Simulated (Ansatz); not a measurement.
# LiF (rock salt), generalised stacking-fault energy along a line

LiF (rock salt) is sheared across one {110} plane: the third cell vector gains the shift, so faults repeat every 4.2 Å. The cut lies between planes 1.41 Å apart; the cell height is held.

```
LiF
1.0
    2.82150     0.00000     0.00000
    0.00000     3.99020     0.00000
    1.41075     1.99510     4.23224
F Li
3 3
Cartesian
  1.17562   1.66258   3.52687
  1.17562   1.66258   0.70537
  2.58637   3.65768   2.11612
  1.17562   3.65768   3.52687
  1.17562   3.65768   0.70537
  2.58637   1.66258   2.11612
```

In-plane vectors a = (2.821, 0.000) Å, b = (0.000, 3.990) Å, area 11.26 Å². The shift is s times the vector a (length 2.821 Å), so s = 1 restores the start. Atoms relax along the normal only. γ = [E(shift) − E(0)] / area.

Calculation: r2SCAN (plane waves to 500 eV, PAW, scalar-relativistic; Ansatz, a program for electronic structure). k mesh 10×10×10 (Γ-centred), Fermi-Dirac smearing 0.05 eV. Energies are extrapolated to zero smearing. Compression counts positive. Faults lie only 4.2 Å apart, and holding the cell height raises γ above its relaxed value. LiF was relaxed with its symmetry unable to fall. γ is measured from zero shift.

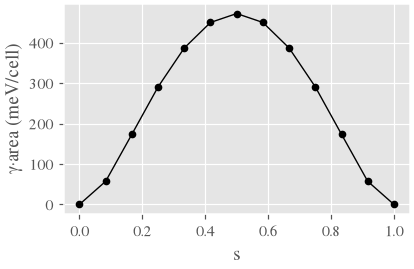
Fig. 1. γ·area (meV/cell) against s; computed points joined by lines (the last repeats the first, one period on).

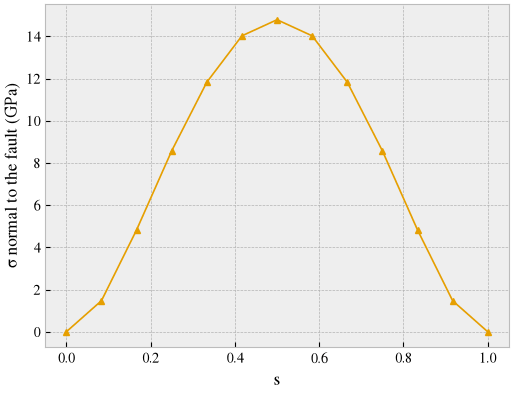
σ normal to the fault (GPa) against s; computed points joined by lines (the last repeats the first, one period on).

The highest computed γ on the line is 672 mJ/m² and the steepest slope dγ/d(shift) before the first maximum (spline) comes out as 7.5 GPa. Position of the highest point: s = 0.500. Local minima between the ends: no computed point is one.

A slope of 1 mJ/m² per Å is 0.01 GPa.

(The slope of γ gives the shear force per area between the displaced halves; near zero shift its curvature is an elastic stiffness.)
